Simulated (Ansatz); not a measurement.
# AlCl3 (singlet): trial inputs and their diagnosis at a displaced geometry (v2)

3 inputs are run for AlCl3 (singlet) as typed; the log has to tell whether the result can be used and what must change.

The runs use Ansatz 0.2.0, Gaussian basis; the settings change from run to run.

10 further runs of the same task are left out: 6 that didn't finish, 4 set aside as unsound or not needed.

### 1 What is computed

The geometry is a PBE0/def2-TZVP stationary point (not a proven minimum) with its atoms shifted at random (size 0.100 Å).

4 atoms, charge 0, spin multiplicity 1.

Atoms are counted from 1 here; the program's logs count them from 0.

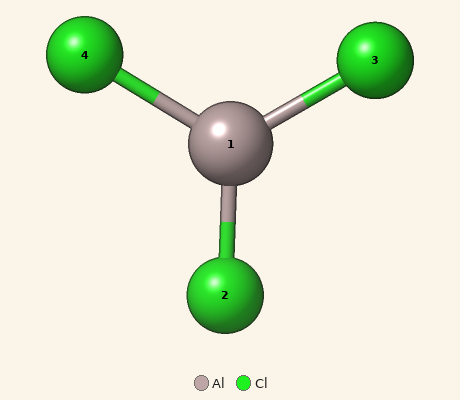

The structure; aluminium light grey, chlorine green; atoms are numbered from 1 in the order of the file.

### 2 Try 1

File in.yaml:

```yaml
crystal:
  periodic: [false, false, false]
  atoms:
    - {symbol: Al, position_ang: [0.068670, 0.025258, -0.009741]}
    - {symbol: Cl, position_ang: [1.973517, 0.046717, 0.005353]}
    - {symbol: Cl, position_ang: [-1.065772, 1.787098, -0.010027]}
    - {symbol: Cl, position_ang: [-0.960007, -1.853037, 0.012087]}
basis:
  gaussian: {orbitals: STO-3G}
correlation: {active_space: {window: {electrons: 2, orbitals: 2}, states: [{multiplicity: 1, weights: [1, 1]}], root: 2}}
accuracy: high
```

Run with:

```
$ ansatz run in.yaml --threads 1 --pin off --events-out ev --progress --plain --max-ram 2393MiB
```

The program printed:

```text
Error: the active space averages no state 2, counted from zero
```

Run time: 0.03 s. Hardware: 1 thread of Arm Neoverse V1, shared host.

**Diagnosis.** The run was refused. The root asked for lies beyond the states averaged. Cure: average more states or name a lower root.

### 3 Try 2

File in.yaml:

```yaml
crystal:
  periodic: [false, false, false]
  atoms:
    - {symbol: Al, position_ang: [0.068670, 0.025258, -0.009741]}
    - {symbol: Cl, position_ang: [1.973517, 0.046717, 0.005353]}
    - {symbol: Cl, position_ang: [-1.065772, 1.787098, -0.010027]}
    - {symbol: Cl, position_ang: [-0.960007, -1.853037, 0.012087]}
basis:
  gaussian: {orbitals: cc-pVDZ}
correlation: {method: sc_nevpt2, electrons: valence, active_space: {window: {electrons: 2, orbitals: 2}, places: [1, 2]}}
```

Same command.

The program printed:

```text
Error: invalid value for `correlation.active_space`: name one of window, places and ras
```

Run time: 0.03 s. Hardware: 1 thread of Arm Neoverse V1, shared host.

What is wrong: The run was refused. The active space is defined twice. Fix: keep one definition.

### 4 Try 3

File in.yaml:

```yaml
crystal:
  periodic: [false, false, false]
  atoms:
    - {symbol: Al, position_ang: [0.068670, 0.025258, -0.009741]}
    - {symbol: Cl, position_ang: [1.973517, 0.046717, 0.005353]}
    - {symbol: Cl, position_ang: [-1.065772, 1.787098, -0.010027]}
    - {symbol: Cl, position_ang: [-0.960007, -1.853037, 0.012087]}
basis:
  gaussian: {orbitals: cc-pVDZ}
magnetization: {spin_polarized: false}
correlation: {method: ccsd(t), electrons: outside_noble_gas}
```

The command is unchanged.

The program printed:

```text
Error: YAML parse error: error: line 11 column 23: unknown variant `ccsd(t)`, expected one of mp2, rpa, ccsd, ccsd_t, bccd, bccd_t, ccsdt, ccsdt_q, ccsdt_q_b, ccsdtq, fci, sc_nevpt2, fic_nevpt4_sd, fic_mrcisd_q, fic_mrcisd_q_relaxed
  --> <input>:11:23
   |
 9 |   gaussian: {orbitals: cc-pVDZ}
10 | magnetization: {spin_polarized: false}
11 | correlation: {method: ccsd(t), electrons: outside_noble_gas}
   |                       ^ unknown variant `ccsd(t)`, expected one of mp2, rpa, ccsd, ccsd_t, bccd, bccd_t, ccsdt, ccsdt_q, ccsdt_q_b, ccsdtq, fci, sc_nevpt2, fic_nevpt4_sd, fic_mrcisd_q, fic_mrcisd_q_relaxed
```

Run time: 0.03 s. Hardware: 1 thread of Arm Neoverse V1, shared host.

Diagnosis: The run was refused. The method's name isn't one that the program knows. To mend it, name one from the list in the message.

### 5 Summary

```
try                level    ended                                               cause    time
  1   CASSCF(2,2)/STO-3G  refused  the root asked for lies beyond the states averaged  0.03 s
  2  NEVPT2(2,2)/cc-pVDZ  refused                   the active space is defined twice  0.03 s
  3    'ccsd(t)'/cc-pVDZ  refused  the method's name isn't one that the program knows  0.03 s
```

3 refused.
